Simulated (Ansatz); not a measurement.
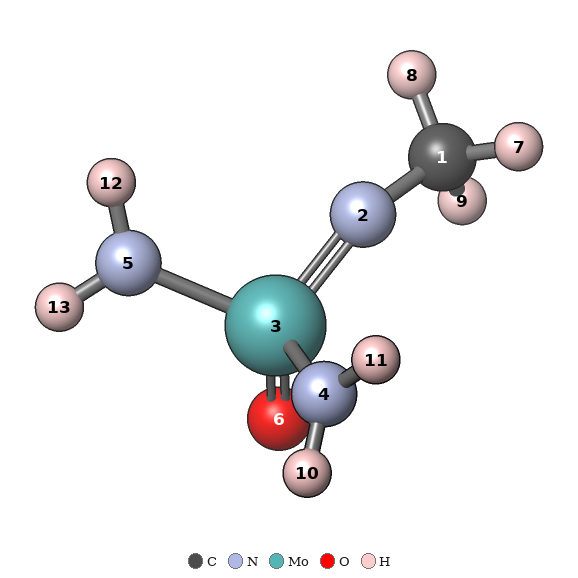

The species is neutral and a spin singlet. Computed geometry: PBE0-D4/def2-TZVP optimisation.

Which atoms are bonded, and how long are the bonds?

```
  bond  length (Å)
 C1–N2       1.420
 C1–H7       1.096
 C1–H8       1.096
 C1–H9       1.096
N2–Mo3       1.732
Mo3–N4       1.944
Mo3–N5       1.944
Mo3–O6       1.690
N4–H10       1.009
N4–H11       1.007
N5–H12       1.007
N5–H13       1.009
```
